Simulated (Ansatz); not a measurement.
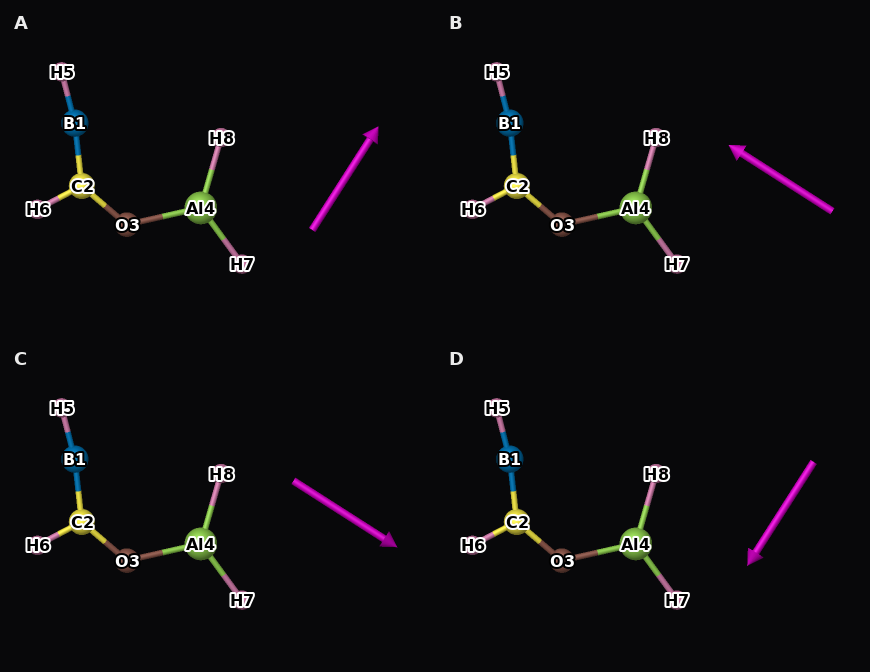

The same molecule four times, each with an arrow. The geometry was computed by an optimisation with PBE0-D4/def2-TZVP. No frequency run is at hand to confirm it as a minimum. Properties computed with RKS PBE0-D4/def2-TZVP (Ansatz 0.2.0).

Which arrow points along the dipole moment, from the negative to the positive end?

A. The dipole moment is 0.78 D; it points from the side of H6 to the side of H8 (the outermost atoms at the two ends).
